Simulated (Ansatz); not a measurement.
One crystal and one scan (generalised stacking-fault energy along a line) at two levels, PBE (plane waves to 420 eV, PAW, scalar-relativistic; Ansatz, a program for electronic structure) and r2SCAN (plane waves to 500 eV, PAW, scalar-relativistic; Ansatz), each from its own relaxed cell and on its own mesh. The cell shown is that of PBE.

NaCl (rock salt) is sheared across one {100} plane: the third cell vector gains the shift, so faults repeat every 8.5 Å. The cut lies between planes 2.85 Å apart; the cell height is held.

```yaml
crystal:
  lattice:
    - [4.02735, 0.00000, 0.00000]
    - [0.00000, 4.02735, 0.00000]
    - [2.01367, 2.01367, 8.54329]
  atoms:
    - { symbol: Cl, position: [0.00000, 0.00000, 0.83333] }
    - { symbol: Cl, position: [0.33333, 0.33333, 0.16667] }
    - { symbol: Cl, position: [0.66667, 0.66667, 0.50000] }
    - { symbol: Na, position: [0.50000, 0.50000, 0.83333] }
    - { symbol: Na, position: [0.83333, 0.83333, 0.16667] }
    - { symbol: Na, position: [0.16667, 0.16667, 0.50000] }
```

In-plane vectors a = (4.027, 0.000) Å, b = (0.000, 4.027) Å, area 16.22 Å². The shift is s times the vector a + b (length 5.696 Å), so s = 1 restores the start. Atoms relax along the normal only. γ = [E(shift) − E(0)] / area.

Energies are extrapolated to zero smearing. NaCl was relaxed with its symmetry unable to fall. Faults lie only 8.4 Å apart, and holding the cell height raises γ above its relaxed value. Faults lie only 8.5 Å apart, and holding the cell height raises γ above its relaxed value. Percentages come from the unrounded values. Both scans cover s from 0.000 to 0.917.

```json
[
 {"quantity": "Lattice constant a (Å)", "PBE": "5.696", "r2SCAN": "5.608", "PBE − r2SCAN": "+0.088 (+1.6 %)"},
 {"quantity": "Band gap of the relaxed cell, no spin-orbit coupling (eV)", "PBE": "5.00", "r2SCAN": "5.97", "PBE − r2SCAN": "-0.97 (-16 %)"},
 {"quantity": "Highest computed γ on the line (mJ/m²)", "PBE": "715", "r2SCAN": "843", "PBE − r2SCAN": "-128 (-15 %)"},
 {"quantity": "Steepest slope dγ/d(shift) before the first maximum (spline) (GPa)", "PBE": "4.2", "r2SCAN": "5.1", "PBE − r2SCAN": "-0.9 (-17 %)"}
]
```

PBE gives the higher value for: lattice constant a. PBE gives the lower value for: band gap of the relaxed cell, no spin-orbit coupling; highest computed γ on the line; steepest slope dγ/d(shift) before the first maximum. Both give the same position of the highest point: s = 0.500.

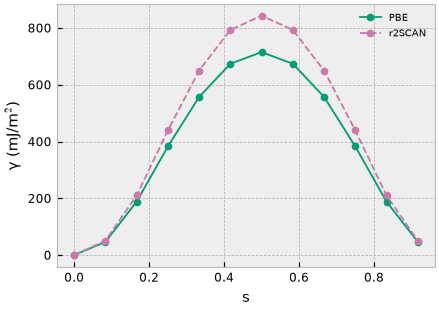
Figure: γ, each from zero shift of its own level.

(The slope of γ gives the shear force per area between the displaced halves; near zero shift its curvature is an elastic stiffness.)
